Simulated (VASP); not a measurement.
Band structure of NiSe (space group P4/nmm). Calculation: PBEsol GGA, VASP's PBE PAW potentials (set 64) (plane waves; VASP).

Without a dispersion term in the relaxation, distances and binding between the weakly bound layers, chains or molecules are unreliable, and so is what depends on them.

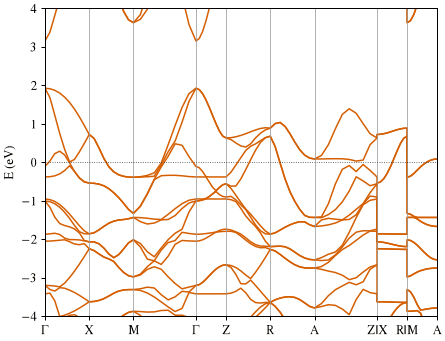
Figure. Bands along high-symmetry lines, zero at the valence-band maximum or, without a gap, the Fermi level

### Question
Read the plot: is there a gap, and where are the band edges?

### Answer
It has no gap at this level: it comes out as a metal or semimetal. (Edges off the drawn lines would not show.)

The structure comes from a computed database's NiSe entry (P4/nmm); how it stands against other phases isn't given here. It was relaxed first, which changed the volume by -9 %. The run is not spin-polarised, so no magnetic state was tried.
